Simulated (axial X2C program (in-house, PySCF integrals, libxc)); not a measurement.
# Relativistic diatomic calculation, with input and output: CsBr⁺

- system: CsBr⁺, single determinant with M_S = 1/2 and |Λ| = 1.
- method: B97-3, spin-free X2C-1e, Cs dyall-v2z, Br dyall-v2z (cores contracted) (axial X2C program (in-house, PySCF integrals, libxc))

**Input file**
```
{"zs": [55, 35], "q": 1, "bas": ["dyall-v2z", "dyall-v2z"], "levels": ["PBE0", "HF", "B97-3", "PBE"], "cc": false, "r0": 3.46, "npts": 10, "nst": 2, "ntry": 6, "opt": {"nrad": 45, "nth": 6}}
```

The line is the task of a batch: nuclear charges, charge, bases, the levels to run, a first guess of the distance and further settings. This report covers B97-3 without spin-orbit coupling. The log is that of the reference distance 3.585 Å.

Hardware: 1 thread of Arm Neoverse N1, 16 GiB of memory available, shared host.

The run was one of a batch that the task file lists, launched with:
```bash
python <driver script> task.json out
```

**Output**
```
spin-free X2C-1e  B97-3
basis functions 142  fitting functions 817  grid points 528
iter        total energy     max residual
   1     -10391.652396142     5.57e-02
   2     -10391.652796714     3.81e-03
   3     -10391.652821906     5.66e-03
   4     -10391.652832822     2.07e-04
   5     -10391.652832927     1.28e-04
   6     -10391.652832972     2.01e-05
   7     -10391.652832973     4.96e-06
converged
one-electron -14820.19016593  Coulomb 4431.04028180  exact exchange -76.05492648  xc functional -210.59478137  nuclear repulsion 284.14675900
```

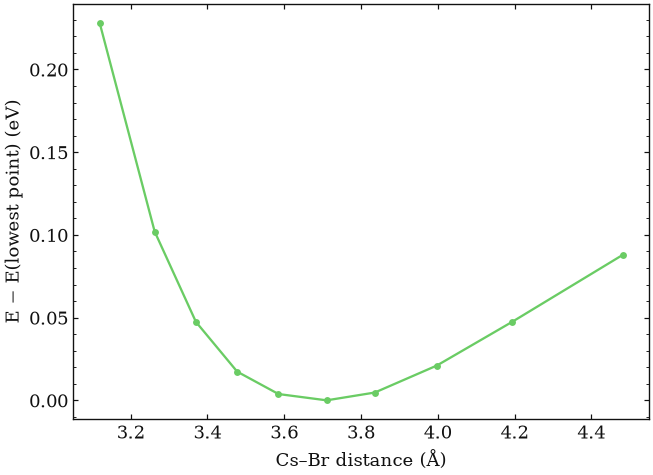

Figure 1. Energy at 10 bond lengths, for one set of occupations held fixed; the line joins the points. A polynomial of degree 6 through 9 points gives rₑ = 3.692 Å, ωₑ = 57.41 cm⁻¹, ωₑxₑ = 0.12 cm⁻¹ and Bₑ = 0.02498 cm⁻¹. The minimum lies 0.09 eV below Cs⁺ + Br, each computed as one determinant at the same level.

**What the run reported**

```tsv
quantity	value
outcome	converged
bond length rₑ	3.692 Å
ωₑ	57.41 cm⁻¹
energy at the minimum	−10391.65298 hartree
depth below the fragments	0.09 eV
largest ⟨S²⟩ along the curve	0.75
wall time	3.2 s
peak memory	0.26 GiB
```

**What is odd here**

This input holds a deliberate oddity: coarse grid (nrad = 45.0) (nth = 6.0). The program ran to the end. Its numbers are those of the input as typed; this run alone doesn't show how far the oddity moves them.
